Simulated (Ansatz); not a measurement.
## Electronic structure of CH₆Si···CH₄ in real space

Input file:

```
crystal:
  periodic: [false, false, false]
  atoms:
    - { symbol: Si, position_ang: [-0.6089, -0.5391, -0.1916] }
    - { symbol: H, position_ang: [1.1735, -0.7613, -0.7496] }
    - { symbol: H, position_ang: [-0.8171, -1.5315, -1.231] }
    - { symbol: H, position_ang: [-2.0072, -0.0969, 0.103] }
    - { symbol: C, position_ang: [0.0782, -0.8917, 1.5339] }
    - { symbol: H, position_ang: [0.8919, 0.1673, -0.8953] }
    - { symbol: C, position_ang: [0.1316, 1.3474, -0.9674] }
    - { symbol: H, position_ang: [-0.7275, -0.9732, 2.255] }
    - { symbol: H, position_ang: [0.629, -1.8249, 1.5569] }
    - { symbol: H, position_ang: [0.747, -0.1092, 1.8763] }
    - { symbol: H, position_ang: [-0.7248, 1.9978, -0.7806] }
    - { symbol: H, position_ang: [0.9634, 1.8395, -0.4625] }
    - { symbol: H, position_ang: [0.2709, 1.3756, -2.047] }
basis:
  gaussian: { orbitals: def2-mTZVP }
hamiltonian:
  xc: b3lyp
  dispersion: d4
relax:
  f_tol: 0.15
  max_steps: 25
  restrain:
    - { distance: [0, 6], at: 3.17, k: 30.0 }
    - { distance: [5, 1], at: 1.92, k: 30.0 }
    - { distance: [0, 1], at: 1.42, k: 30.0 }
    - { distance: [5, 6], at: 1.07, k: 30.0 }
output:
  orbitals: {}
```

Run with:

```sh
ansatz run input.yaml --threads 2 --pin off --max-ram 3072MiB --backend cpu --events-out ev --progress --plain --runs-dir out
```

The fields are those of the run's last geometry, not of the input's.

Not at a stationary point (largest force 1.0 eV/Å).

Level of theory: RKS B3LYP-D4/def2-mTZVP (Ansatz).

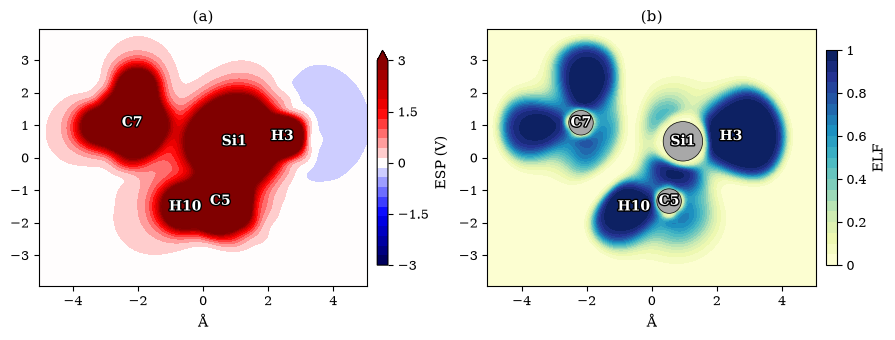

Figure 1. (a) molecular electrostatic potential; (b) electron localisation function on the plane of atoms Si1, C5 and H10. Grey discs cover the atomic cores in the ELF map.

> Read the bonding off the picture.

- The section cuts through Si, H and C sites.
- C–Si (1.89 Å): the ELF peaks at about 0.95 between the atoms; a shared electron pair.
- C–H (1.09 Å): the ELF climbs to about 1 towards the hydrogen, as it does in any bond to H (an ordinary covalent bond to hydrogen).
- The potential has no marked negative region in this plane.

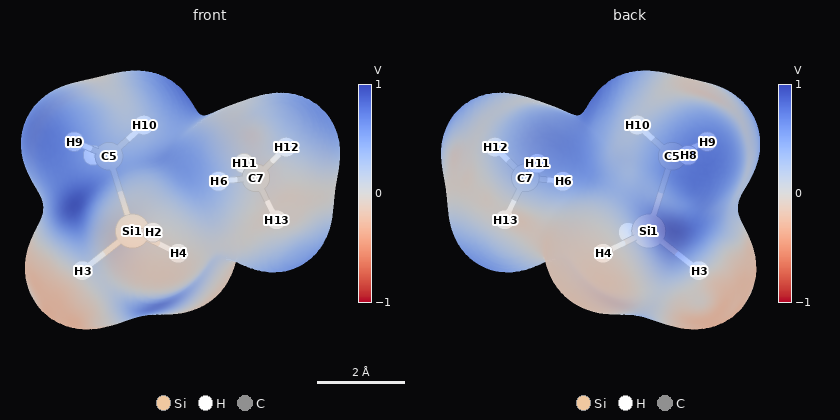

Figure 2. The electrostatic potential painted on the density surface at 0.002 e/bohr³, seen from the front and from behind; red is negative and blue positive.

> Which sites attract a positive test charge, and which a negative one?

A positive charge is drawn to the negative regions and a negative charge to the positive ones. The most negative region (about −0.3 V) lies over H3, the most positive (about +0.9 V) over Si1.

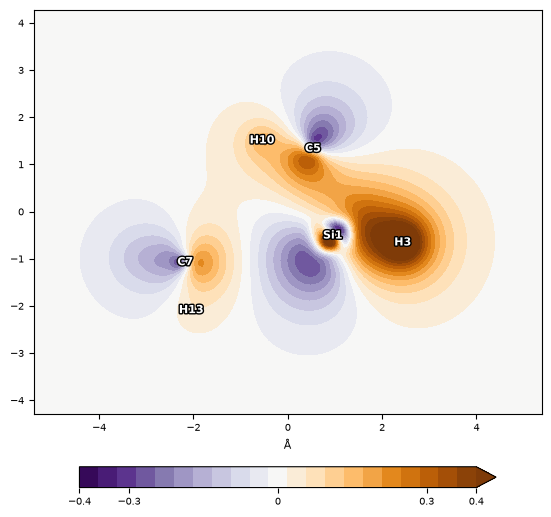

Figure 3. The HOMO−1 on the plane of atoms H3, Si1 and C5 (values in Å⁻³ᐟ²; the overall sign is arbitrary).

> Where does this orbital lie, and at what energy?

It lies mainly on Si1 (about 35 %), H3 (about 25 %), H2 (about 10 %), H4 (about 10 %) and C5 (about 10 %). Its energy is −9.03 eV.
